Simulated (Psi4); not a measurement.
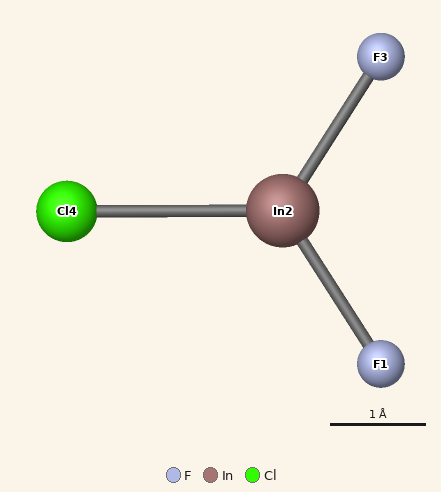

Fig. 1: The input geometry (ball-and-stick view, seen on its broad side; atoms are numbered from 1 in the order of the input). Sticks mark near contacts. Bond lengths as drawn: Cl–In 2.28 Å and F–In 1.92 Å.

**Property calculation, with input and output: InClF2**

InClF2, computed with PBE/def2-SV(P), RKS, core potentials def2 (Psi4 1.11).

The geometry comes from this level: PBE0-D4/def2-TZVP.

### The input (calc.py)
```python
import psi4

psi4.set_memory('1600 MB')
psi4.set_num_threads(1)
psi4.core.set_output_file('psi4.out', False)

mol = psi4.geometry("""
F      1.11153691     1.16142568     3.30626483
In     0.08825021    -0.07653391     0.04743213
F      1.57130727    -3.25165174    -0.91103696
Cl    -2.66621459     2.05280949    -2.48083246
units bohr
symmetry c1
""")

psi4.set_options({
    'basis': 'def2-SV(P)',
    'reference': 'rks',
    'puream': True,
    'scf_type': 'pk',
    'dft_radial_points': 99,
    'dft_spherical_points': 590,
})

result, w = psi4.energy('pbe', molecule=mol, return_wfn=True)
psi4.oeprop(w, 'DIPOLE', 'QUADRUPOLE', 'MULLIKEN_CHARGES', 'LOWDIN_CHARGES', title='PBE')
print(f'total energy {result:.8f} hartree = {result * 27.211386:.5f} eV')
```

Run on 1 thread of Intel Xeon (Sapphire Rapids), 16 GiB of memory available, shared host.

Launch command:
```bash
python calc.py
```

### Log
```
=> Loading Basis Set <=

    Name: DEF2-SV(P)
    Role: ORBITAL
    Keyword: BASIS

    !!!  WARNING: ECP capability is in beta. Please check occupations closely.  !!!

         ---------------------------------------------------------
                                   SCF
                              RKS Reference
                        1 Threads,   1525 MiB Core
         ---------------------------------------------------------

  ==> Geometry <==

    Molecular point group: c1
    Full point group: C1

    Geometry (in Bohr), charge = 0, multiplicity = 1:

       Center              X                  Y                   Z               Mass
    ------------   -----------------  -----------------  -----------------  -----------------
         F            1.282530136518     1.037513137239     3.496802501984    18.998403162730
         IN           0.259243436518    -0.200446452761     0.237969801984   114.903878776000
         F            1.742300496518    -3.375564282761    -0.720499288016    18.998403162730
         CL          -2.495221363482     1.928896947239    -2.290294788016    34.968852682000

  Running in c1 symmetry.

  Rotational constants: A =      0.16912  B =      0.07899  C =      0.05384 [cm^-1]
  Rotational constants: A =   5070.11446  B =   2367.92871  C =   1614.08980 [MHz]
  Nuclear repulsion =  244.158990485171842

  Charge       = 0
  Multiplicity = 1
  Electrons    = 56
  Nalpha       = 28
  Nbeta        = 28

  ==> Algorithm <==

  SCF Algorithm Type is PK.
  DIIS enabled.
  MOM disabled.
  Fractional occupation disabled.
  Guess Type is SAD.
  Energy threshold   = 1.00e-06
  Density threshold  = 1.00e-06
  Integral threshold = 1.00e-12

  ==> Primary Basis <==

  Basis Set: DEF2-SV(P)
    Blend: DEF2-SV(P)
    Number of shells: 30
    Number of basis functions: 72
    Number of Cartesian functions: 77
    Spherical Harmonics?: true
    Max angular momentum: 2

  Core potential: DEF2-SV(P)
    Number of shells: 4
    Number of ECP primitives: 18
    Number of ECP core electrons: 28
    Max angular momentum: 3

  ==> DFT Potential <==

   => LibXC <=

    Version 7.1.2

   => Composite Functional: PBE <=

    PBE GGA Exchange-Correlation Functional

    Deriv               =              1
    GGA                 =           TRUE
    Meta                =          FALSE

    Exchange Hybrid     =          FALSE
    MP2 Hybrid          =          FALSE

   => Exchange Functionals <=

    1.0000     XC_GGA_X_PBE

   => Correlation Functionals <=

    1.0000     XC_GGA_C_PBE

   => LibXC Density Thresholds  <==

    XC_GGA_C_PBE:  1.00E-12
    XC_GGA_X_PBE:  1.00E-15

   => Molecular Quadrature <=

    Radial Scheme          =       TREUTLER
    Pruning Scheme         =           NONE
    Nuclear Scheme         =       TREUTLER

    Blocking Scheme        =         OCTREE
    BS radius alpha        =              1
    Pruning alpha          =              1
    Radial Points          =             99
    Spherical Points       =            590
    Total Points           =         223028
    Total Blocks           =           1725
    Max Points             =            256
    Max Functions          =             69
    Weights Tolerance      =       1.00E-15

  ==> Integral Setup <==

  Using in-core PK algorithm.
   Calculation information:
      Number of atoms:                   4
      Number of AO shells:              30
      Number of primitives:             65
      Number of atomic orbitals:        77
      Number of basis functions:        72

      Integral cutoff                 1.00e-12
      Number of threads:                 1

  Performing in-core PK
  Using 6909012 doubles for integral storage.
  We computed 88773 shell quartets total.
  Whereas there are 108345 unique shell quartets.

  ==> DiskJK: Disk-Based J/K Matrices <==

    J tasked:                  Yes
    K tasked:                   No
    wK tasked:                  No
    Memory [MiB]:              820
    Schwarz Cutoff:          1E-12

  Cached 100.0% of DFT collocation blocks in 0.316 [GiB].

  Minimum eigenvalue in the overlap matrix is 2.9407095140E-02.
  Reciprocal condition number of the overlap matrix is 8.8942779853E-03.
    Using symmetric orthogonalization.

  ==> Pre-Iterations <==

  SCF Guess: Superposition of Atomic Densities via on-the-fly atomic UHF (no occupation information).

   -------------------------
    Irrep   Nso     Nmo
   -------------------------
     A         72      72
   -------------------------
    Total      72      72
   -------------------------

  ==> Iterations <==

                        Total Energy        Delta E     RMS |[F,P]|

   @RKS iter SAD:  -848.23362338757329   -8.48234e+02   0.00000e+00
   @RKS iter   1:  -849.24819688856053   -1.01457e+00   9.73517e-03 DIIS/ADIIS
   @RKS iter   2:  -847.78271285844914    1.46548e+00   2.84277e-02 DIIS/ADIIS
   @RKS iter   3:  -849.40577276485737   -1.62306e+00   3.04232e-03 DIIS/ADIIS
   @RKS iter   4:  -849.41749800404205   -1.17252e-02   2.11930e-03 DIIS/ADIIS
   @RKS iter   5:  -849.42489647661876   -7.39847e-03   9.47333e-04 DIIS/ADIIS
   @RKS iter   6:  -849.42667761384644   -1.78114e-03   1.87331e-04 DIIS/ADIIS
   @RKS iter   7:  -849.42674565714913   -6.80433e-05   8.35101e-05 DIIS
   @RKS iter   8:  -849.42676467560750   -1.90185e-05   1.18689e-05 DIIS
   @RKS iter   9:  -849.42676499693039   -3.21323e-07   1.43014e-06 DIIS
   @RKS iter  10:  -849.42676500140783   -4.47744e-09   1.75843e-07 DIIS
  Energy and wave function converged.

  ==> Post-Iterations <==

   Electrons on quadrature grid:
      Ntotal   =   55.9999871564 ; deviation = -1.284e-05

    Orbital Energies [Eh]
    ---------------------

    Doubly Occupied:

       1A   -100.660623     2A    -24.232987     3A    -24.232937
       4A     -9.195620     5A     -7.024945     6A     -7.016719
       7A     -7.015950     8A     -4.539751     9A     -2.988605
      10A     -2.979695    11A     -2.977561    12A     -1.013925
      13A     -1.012253    14A     -0.790378    15A     -0.751784
      16A     -0.749671    17A     -0.745702    18A     -0.737924
      19A     -0.716945    20A     -0.429733    21A     -0.362158
      22A     -0.359605    23A     -0.337007    24A     -0.320099
      25A     -0.316874    26A     -0.316771    27A     -0.305843
      28A     -0.301040

    Virtual:

      29A     -0.142742    30A     -0.079168    31A      0.011925
      32A      0.029557    33A      0.101191    34A      0.129320
      35A      0.181071    36A      0.189673    37A      0.288318
      38A      0.315512    39A      0.337238    40A      0.434224
      41A      0.450532    42A      0.565607    43A      0.702358
      44A      0.705133    45A      0.725736    46A      0.748363
      47A      0.776119    48A      0.886096    49A      0.902206
      50A      1.162810    51A      1.166795    52A      1.178442
      53A      1.180413    54A      1.185668    55A      1.194127
      56A      1.299877    57A      1.593296    58A      1.685193
      59A      2.984579    60A      2.991398    61A      2.993006
      62A      2.998796    63A      3.004406    64A      3.013308
      65A      3.016126    66A      3.043874    67A      3.078876
      68A      3.092055    69A     15.716043    70A     16.475104
      71A     16.682331    72A     60.951360

    Final Occupation by Irrep:
              A
    DOCC [    28 ]
    NA   [    28 ]
    NB   [    28 ]

  @RKS Final Energy:  -849.42676500140783

   => Energetics <=

    Nuclear Repulsion Energy =            244.1589904851718416
    One-Electron Energy =               -1735.9561477439310693
    Two-Electron Energy =                 707.9796578947593844
    DFT Exchange-Correlation Energy =     -65.6092656374080718
    Empirical Dispersion Energy =           0.0000000000000000
    VV10 Nonlocal Energy =                  0.0000000000000000
    Total Energy =                       -849.4267650014078299

Computation Completed

Properties will be evaluated at   0.000000,   0.000000,   0.000000 [a0]

Properties computed using the SCF density matrix

 Multipole Moments:

 ------------------------------------------------------------------------------------
     Multipole            Electronic (a.u.)      Nuclear  (a.u.)        Total (a.u.)
 ------------------------------------------------------------------------------------

 L = 1.  Multiply by 2.5417464519 to convert [e a0] to [Debye]
 Dipole X            :          9.4908147           -9.7511753           -0.2603606
 Dipole Y            :         -7.3382980            7.5394123            0.2011143
 Dipole Z            :          8.7119893           -8.9509166           -0.2389273
 Magnitude           :                                                    0.4065967

 ------------------------------------------------------------------------------------

	total time  =          5 seconds =       0.08 minutes

Properties will be evaluated at   0.000000,   0.000000,   0.000000 [a0]

Properties computed using the PBE density matrix

 Multipole Moments:

 ------------------------------------------------------------------------------------
     Multipole            Electronic (a.u.)      Nuclear  (a.u.)        Total (a.u.)
 ------------------------------------------------------------------------------------

 L = 1.  Multiply by 2.5417464519 to convert [e a0] to [Debye]
 Dipole X            :          9.4908147           -9.7511753           -0.2603606
 Dipole Y            :         -7.3382980            7.5394123            0.2011143
 Dipole Z            :          8.7119893           -8.9509166           -0.2389273
 Magnitude           :                                                    0.4065967

 L = 2.  Multiply by 1.3450342976 to convert [e a0^2] to [Debye ang]
 Quadrupole XX       :       -182.0539058          149.3800056          -32.6739002
 Quadrupole XY       :        126.4207724         -123.8681249            2.5526475
 Quadrupole XZ       :       -129.6230977          127.5118614           -2.1112362
 Quadrupole YY       :       -211.9759761          176.3325024          -35.6434737
 Quadrupole YZ       :         19.5743277          -21.5626971           -1.9883694
 Quadrupole ZZ       :       -241.0416365          205.0825985          -35.9590380
 Traceless XX        :         29.6366003          -27.5516966            2.0849037
 Traceless YY        :         -0.2854699           -0.5991998           -0.8846697
 Traceless ZZ        :        -29.3511303           28.1508963           -1.2002340

 ------------------------------------------------------------------------------------
  Mulliken Charges: (a.u.)
   Center  Symbol    Alpha    Beta     Spin     Total
       1     F     4.67967  4.67967  0.00000 -0.35934
       2    IN    10.05697 10.05697  0.00000  0.88607
       3     F     4.67967  4.67967  0.00000 -0.35934
       4    CL     8.58369  8.58369  0.00000 -0.16738

   Total alpha = 28.00000, Total beta = 28.00000, Total charge = -0.00000

  Lowdin Charges: (a.u.)
   Center  Symbol    Alpha    Beta     Spin     Total
       1     F     4.61754  4.61754  0.00000 -0.23508
       2    IN    10.28864 10.28864  0.00000  0.42273
       3     F     4.61754  4.61754  0.00000 -0.23507
       4    CL     8.47629  8.47629  0.00000  0.04743

  Total alpha = 28.00000, Total beta = 28.00000, Total charge =  0.00000
```

### Standard output
```
total energy -849.42676500 hartree = -23114.07958 eV
```

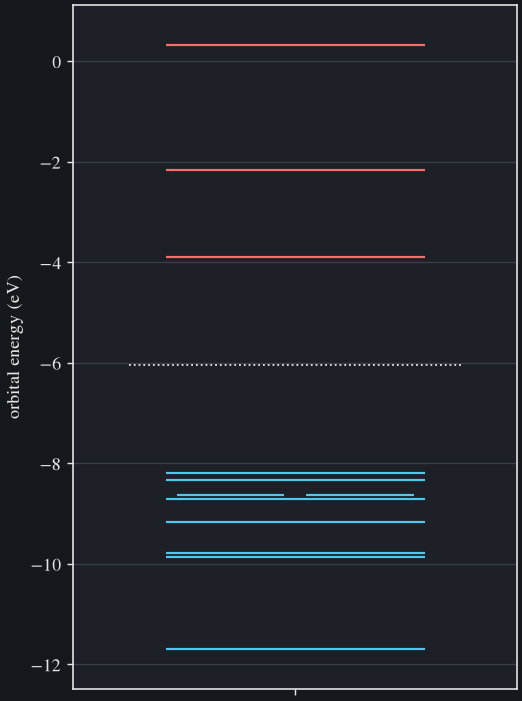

Fig. 2: Orbital energies near the frontier; the dotted line parts filled from empty levels, and levels within 0.02 eV of each other stand side by side. Highest filled −8.19 eV, lowest empty −3.88 eV, 4.31 eV apart.

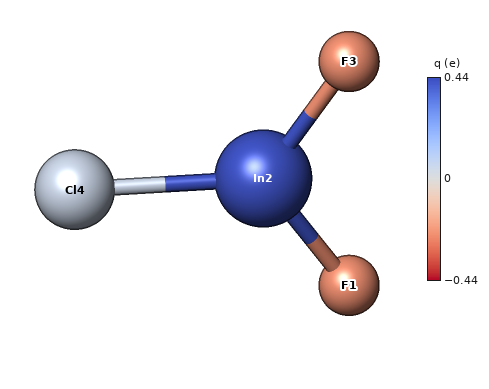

Fig. 3: Löwdin charges, as the colour of each atom (ball-and-stick view, seen at a tilt; atoms are numbered from 1 in the order of the input). By element: F −0.24, In +0.42 and Cl +0.05 e.

### Summary

| quantity | value |
| --- | --- |
| outcome | converged |
| total energy | −849.426765 hartree |
| basis functions | 72 |
| HOMO | −8.19 eV |
| LUMO | −3.88 eV |
| dipole moment | 1.03 D |
| wall time | 6 s |
| peak memory | 0.59 GiB |
